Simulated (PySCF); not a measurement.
Ba(Cl)2, SMILES [Cl][Ba][Cl] at its PBE0/def2-SVP optimised geometry (Å):

```
3

Ba    -0.5356    -1.0904     0.0000
Cl     2.2194    -1.0904     0.0000
Cl    -2.2194     1.0904     0.0000
```

Computed with PySCF with PBE0/def2-TZVP, def2 effective core potentials past Kr. The core electrons that the potentials of Ba replace are not part of the density. Cells within 0.4 Å of a nucleus heavier than hydrogen are left out (blank, or x).

Map of the log10 of the electron density (e/bohr³), floored at −4 on the plane z = 0.0 Å:

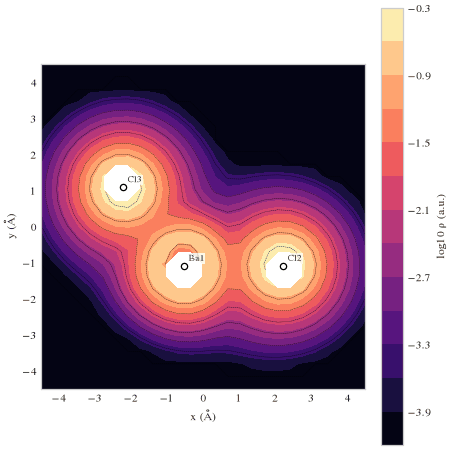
Figure: Log10 of the electron density (e/bohr³), floored at −4 on the plane z = 0.0 Å.
